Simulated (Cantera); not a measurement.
Input: 1 mol Si, 0.23 mol N₂O, 230 mol N₂, held at 0.00320 bar.

Method: chemical equilibrium by Gibbs-energy minimisation in Cantera with the NASA 1993 tables (ideal gas, pure condensed phases). Candidate condensed phases: Si, SiO₂, Si₂N₂O, Si₃N₄; 16 gas species. Mutual solubility and eutectic melting of coexisting phases are not modelled. The tables' values for SiN are old estimates; treat these amounts as uncertain. Kinetics and transport are ignored.

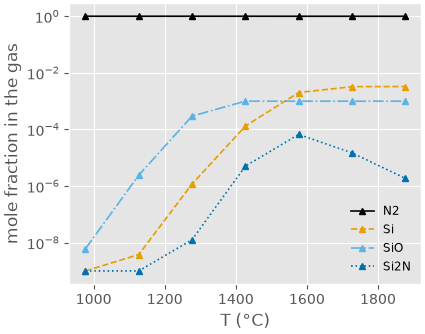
Figure. Equilibrium gas composition (values under 1e-9 drawn at 1e-9)

From 977 °C to 1277 °C the condensed part is Si₂N₂O(s) + Si₃N₄(s). At 1427 °C the condensed part is Si₃N₄(s). At 1577 °C the condensed part is Si(l). From 1727 °C to 1877 °C nothing is condensed.
